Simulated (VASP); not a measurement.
```
CELL_PARAMETERS angstrom
      5.06295     0.00000     0.00000
     -2.53147     4.38464     0.00000
      0.00000     0.00000     5.54323
ATOMIC_POSITIONS crystal
  Si 0.00000 0.50000 0.33333
  Si 0.50000 0.00000 0.00000
  Si 0.50000 0.50000 0.66667
  O  0.58295 0.79147 0.83333
  O  0.79147 0.58295 0.50000
  O  0.20853 0.79147 0.16667
  O  0.41705 0.20853 0.83333
  O  0.20853 0.41705 0.50000
  O  0.79147 0.20853 0.16667
```

Calculation: r2SCAN meta-GGA, VASP's PBE PAW potentials (set 64) (plane waves; VASP). Run with 520 eV cut-off, 6×6×5 Γ-centred mesh, tetrahedra with Blöchl corrections, potentials Si O.

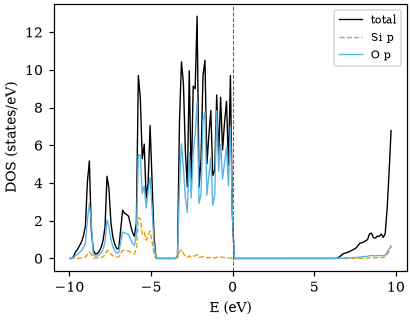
*Total and projected density of states, zero at the valence-band maximum*

Within 2 eV below the valence-band maximum the largest weight inside VASP's projection spheres is O p.

The gap is indirect, 6.29 eV, from the valence maximum at (0.00, 0.00, 0.40) to the conduction minimum at Γ.

The structure comes from a computed database's SiO2 entry (P6_422); how it stands against other phases isn't given here. It was relaxed first.
